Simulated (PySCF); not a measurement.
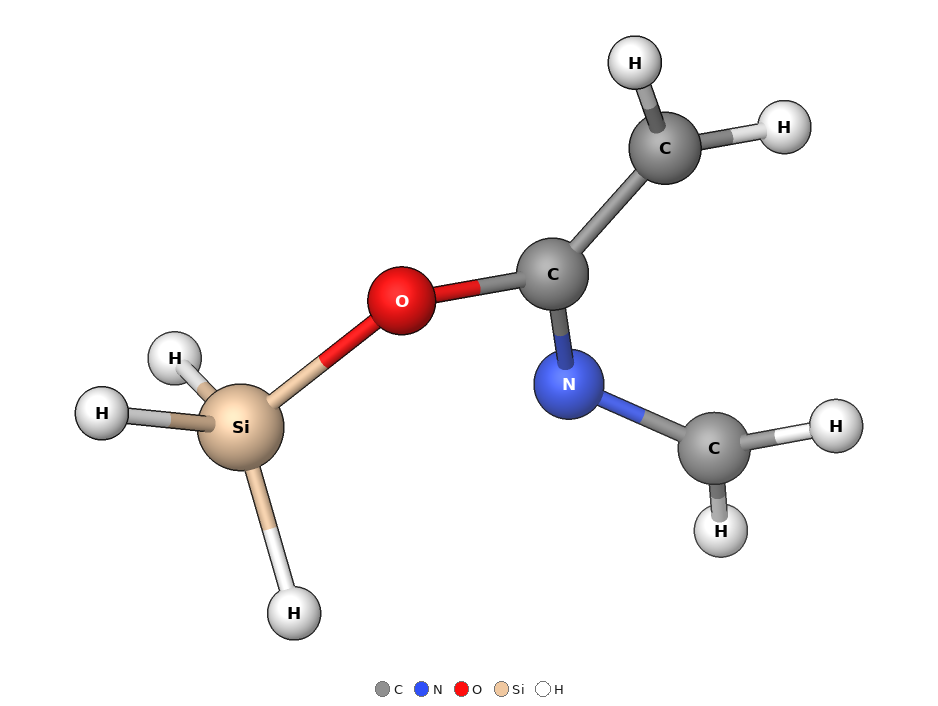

A ball-and-stick model of a molecule. Every bond is drawn as one stick, whatever its order.

Description:

The molecule is C₃H₇NOSi. Its SMILES string is `C=NC(=C)O[SiH3]`. It has no ring. Among its groups: alkene, imine, Si–H bond, Si–O bond. The point group is C1. Coordination: 3 C trigonal planar; 1 N bent; 1 O bent; 1 Si tetrahedral.

More results for the same structure follow; atom numbers are the same in all pictures, views and colours differ. The computed structure is the end point of a PBE0-D3(BJ)/def2-SVP optimisation. No frequency run is at hand to confirm it as a minimum.

### Levels of theory compared

No frequency run is at hand to confirm it as a minimum. Program: PySCF 2.14.0.

Compare HOMO energy (eV), HOMO–LUMO gap (eV), dipole (D) at these levels: B3LYP/pcSseg-1; B97-D/pcSseg-1; BHandHLYP/def2-SVPD; CAM-B3LYP/def2-SVPD; HF/def2-SVPD; KT2/pcSseg-1; KT3/pcSseg-1; LC-wPBE/def2-SVPD; LDA/def2-SVPD; PBE/pcSseg-1; PBE0/def2-SVPD; ωB97X-D/def2-SVPD.

| level | HOMO energy (eV) | HOMO–LUMO gap (eV) | dipole (D) |
| --- | --- | --- | --- |
| B3LYP/pcSseg-1 | −6.45 | 4.69 | 2.23 |
| B97-D/pcSseg-1 | −5.51 | 3.07 | 2.09 |
| BHandHLYP/def2-SVPD | −7.64 | 7.16 | 2.34 |
| CAM-B3LYP/def2-SVPD | −7.97 | 7.51 | 2.26 |
| HF/def2-SVPD | −9.06 | 11.27 | 2.64 |
| KT2/pcSseg-1 | −5.58 | 3.09 | 2.05 |
| KT3/pcSseg-1 | −5.56 | 3.12 | 2.01 |
| LC-wPBE/def2-SVPD | −9.28 | 10.00 | 2.33 |
| LDA/def2-SVPD | −5.79 | 2.92 | 2.01 |
| PBE/pcSseg-1 | −5.57 | 3.02 | 2.05 |
| PBE0/def2-SVPD | −6.69 | 5.08 | 2.16 |
| ωB97X-D/def2-SVPD | −8.49 | 8.73 | 2.24 |

### Polarisability

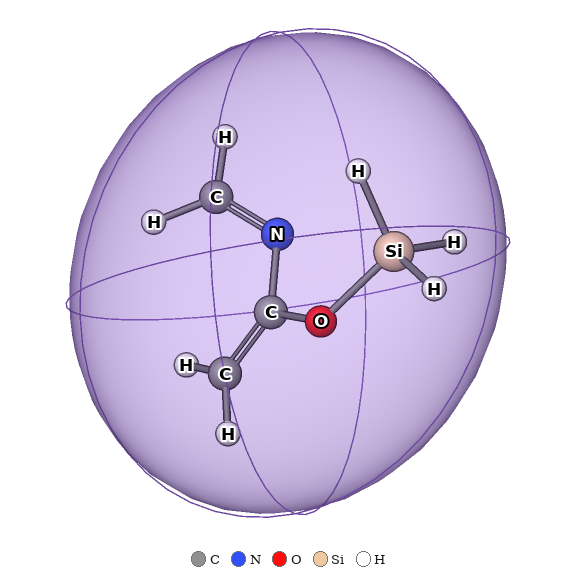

The ellipsoid shows the static dipole polarisability: its half-axes are proportional to the principal values. No frequency run is at hand to confirm it as a minimum. Computed with PBE0/6-31G* (PySCF 2.14.0).

> Give the principal values, the mean and the anisotropy.

Principal values 38.7, 73.9, 77.5 bohr³; mean 63.4 bohr³ (9.39 Å³); anisotropy 37.2 bohr³, so the longest axis is 2.00 times the shortest.

### NMR shielding

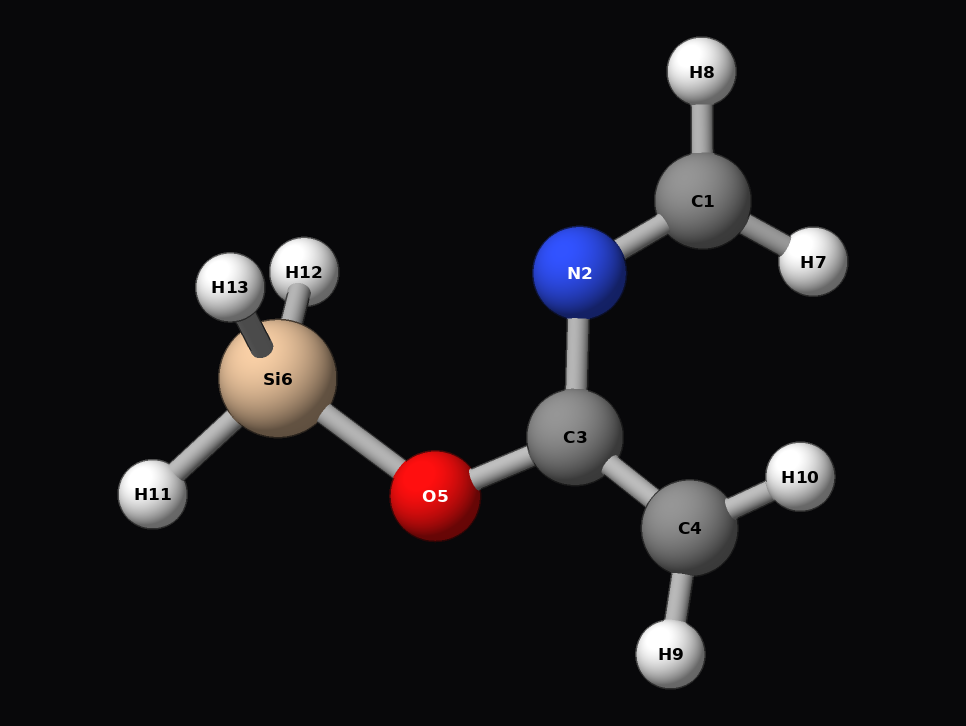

No frequency run is at hand to confirm it as a minimum. Method: GIAO OPBE/pcSseg-1 NMR shielding, non-relativistic, gas phase (PySCF 2.14.0). Principal shieldings σ11 ≤ σ22 ≤ σ33, span Ω = σ33 − σ11, skew κ = 3(σiso − σ22)/Ω.

Give the shielding tensors of the N atoms.

| atom | σ11 | σ22 | σ33 | σiso | Ω | κ |
| --- | --- | --- | --- | --- | --- | --- |
| N2 | −370.2 | −136.7 | 193.9 | −104.4 | 564.0 | 0.17 |

Shieldings and span in ppm.
